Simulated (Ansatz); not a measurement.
**Single-point calculation, with input and output: TaN3H6O**

System: TaN3H6O, SMILES [NH2][Ta]([NH2])([NH2])=[O].
Method: RKS SPW92/def2-mTZVPP (Ansatz 0.2.0).

The geometry comes from this level: PBE0-D4/def2-TZVP.

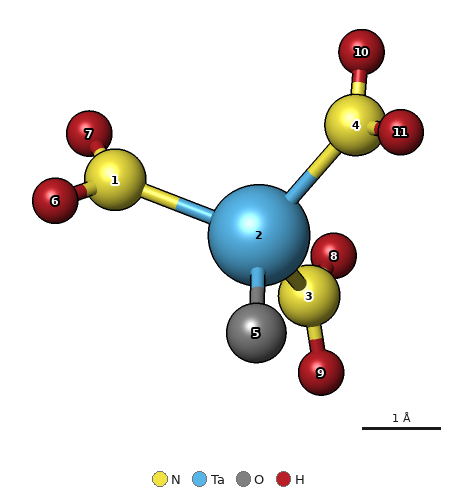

Fig. 1: The input geometry (ball-and-stick view, seen at a tilt; atoms are numbered from 1 in the order of the input). Sticks mark near contacts.

Summary

| quantity | value |
| --- | --- |
| outcome | converged |
| total energy | −8119.3285 eV |
| hardware | 4 threads of Arm Neoverse V1, 23 GiB of memory available, shared host |
| wall time | 0.7 s (CPU time 2.3 s) |
| peak memory | 0.19 GiB |

Input file
```yaml
crystal:
  periodic: [false, false, false]
  atoms:
    - {symbol: N, position_ang: [-1.068877, 1.541664, 0.275060]}
    - {symbol: Ta, position_ang: [0.377868, 0.175438, 0.148964]}
    - {symbol: N, position_ang: [-0.040548, -1.403876, 1.291852]}
    - {symbol: N, position_ang: [0.662707, -0.378928, -1.744990]}
    - {symbol: O, position_ang: [1.836273, 0.883730, 0.725543]}
    - {symbol: H, position_ang: [-0.907858, 2.505604, 0.525967]}
    - {symbol: H, position_ang: [-2.060748, 1.370433, 0.202875]}
    - {symbol: H, position_ang: [-0.709443, -2.130734, 1.085458]}
    - {symbol: H, position_ang: [0.473226, -1.642066, 2.126934]}
    - {symbol: H, position_ang: [-0.054361, -0.635530, -2.407040]}
    - {symbol: H, position_ang: [1.557361, -0.342736, -2.210123]}
basis:
  gaussian: {orbitals: def2-mTZVPP}
hamiltonian: {xc: {name: SPW92}}
scf: {lower_state_search: off}
```

Launch command:
```bash
ansatz run in.yaml --threads 4 --pin off --events-out ev --progress --plain --max-ram 10444MiB
```

The program's output
```
Functional definition: SPW92
  name "SPW92"
  cite "Dirac, Proc. Camb. Phil. Soc. 26, 376 (1930) doi:10.1017/S0305004100016108"
  cite "Slater, Phys. Rev. 81, 385 (1951) doi:10.1103/PhysRev.81.385"
  cite "Perdew & Wang, Phys. Rev. B 45, 13244 (1992) doi:10.1103/PhysRevB.45.13244"
  exchange = slater_x
  correlation = pw_c
these checks for a lower state are left out or cut short: stability, starts, cluster_reference, orbital_swaps, neighbouring_geometries, increment
1298 factors; their error is unknown
mean field evaluation 1: about -8085.9268 eV, gradient 1.4e2 eV
mean field evaluation 2: about -7853.6518 eV, gradient 3.2e2 eV
mean field evaluation 4: about -8114.8149 eV, gradient 5.2e1 eV
mean field evaluation 8: about -8119.3349 eV, gradient 1.1e0 eV
mean field evaluation 16: about -8119.3285 eV, gradient 5.2e-4 eV
mean field -8119.32851291 eV, -298.3798193709 hartree, gradient 2.3e-6 eV, S^2 0.000000; 0 other end points of the search recorded, 0 dependent functions left out
reference -8119.32854585 eV, -298.3798205813 hartree; 24, 24 occupied and 138, 138 virtual orbitals, 1298 factors
Total energy: -8119.32854585 eV, -298.3798205813 hartree
Checks for a lower state left out: stability, starts, cluster_reference, orbital_swaps, neighbouring_geometries, increment
```
